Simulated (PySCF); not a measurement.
**Geometry relaxation, with input and output: C4H12Ge**

C4H12Ge, SMILES [CH3][Ge]([CH3])([CH3])[CH3], computed with PBE0-D3(BJ)/def2-SVP geometry optimisation, gas phase (PySCF 2.14.0).

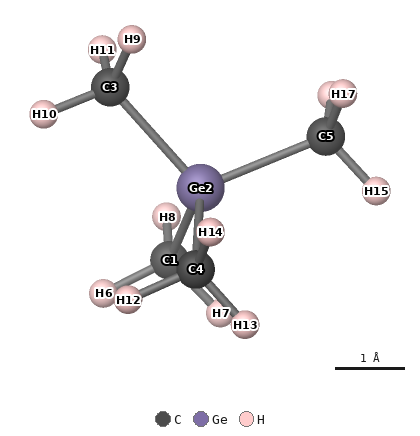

**Figure 1.** The structure as given in the input (ball-and-stick view, seen at a tilt; atoms are numbered from 1 in the order of the input). Sticks mark near contacts. Bond lengths as drawn: C–Ge 1.99 Å and C–H 1.09 Å.

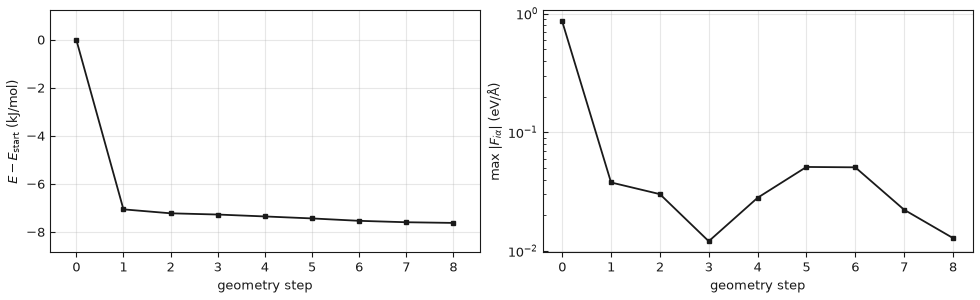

**Figure 2.** Progress of the relaxation, step by step (steps are counted from 0).

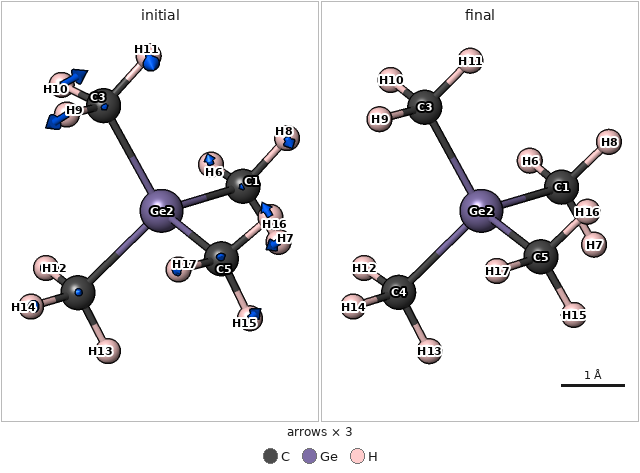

**Figure 3.** Before (left) and after (right) the relaxation, at one scale (ball-and-stick view, seen at a tilt). The blue arrows give the displacements, magnified 3 times. After 8 geometry steps the energy has fallen by 7.62 kJ/mol. Largest force component: 0.86 eV/Å at the start, 0.013 eV/Å at the end. The largest moves after the best rigid fit, 0.18 Å, are those of H9, H10 and H11. Largest moves by element: H 0.18 Å, C 0.05 Å, Ge 0.01 Å. Among the contacts that change: C1–Ge2 1.988 → 1.957 Å, C1–H6 1.086 → 1.101 Å. (Atoms are counted from 1 in the order of the input.)

The input that produced these results follows, with the program's output.

**Input**
```
{"job": {"xc": "PBE0", "basis": "def2-SVP", "d3": "d3bj", "grid": 1, "kind": "geom"}, "charge": 0, "multiplicity": 1}
C     -0.226620    -1.047090    -1.667540
Ge     0.006760     0.005250     0.002470
C     -0.067780     1.945070    -0.427430
C     -1.460650    -0.449470     1.261580
C      1.757380    -0.439830     0.831990
H     -1.210560    -0.877580    -2.095230
H     -0.124970    -2.110300    -1.471100
H      0.516130    -0.768670    -2.409400
H      0.229160     2.547070     0.426680
H     -1.075050     2.237230    -0.710560
H      0.596170     2.180800    -1.254240
H     -2.425020    -0.238320     0.808780
H     -1.433710    -1.503450     1.522050
H     -1.385420     0.126550     2.179010
H      1.785110    -1.484400     1.127990
H      2.573800    -0.263580     0.137880
H      1.931280     0.164780     1.717250
```

The first line tells a small driver script what to run in PySCF; the rest is the geometry in Å.

**Log**
```
step   0  E = -2235.84847106  max force = 0.016714
step   1  E = -2235.85115929  max force = 0.000735
step   2  E = -2235.85122190  max force = 0.000586
step   3  E = -2235.85124140  max force = 0.000235
step   4  E = -2235.85127165  max force = 0.000546
step   5  E = -2235.85130304  max force = 0.000993
step   6  E = -2235.85134096  max force = 0.000986
step   7  E = -2235.85136357  max force = 0.000433
step   8  E = -2235.85137426  max force = 0.000250
optimisation converged
```

**Results in brief**

| quantity | value |
| --- | --- |
| outcome | converged |
| total energy | −2235.851374 hartree |
| dipole moment | 0.01 D |
| point group | Td |
| hardware | 1 CPU thread, shared host |
| wall time | 72 s |
| peak memory | 0.62 GiB |
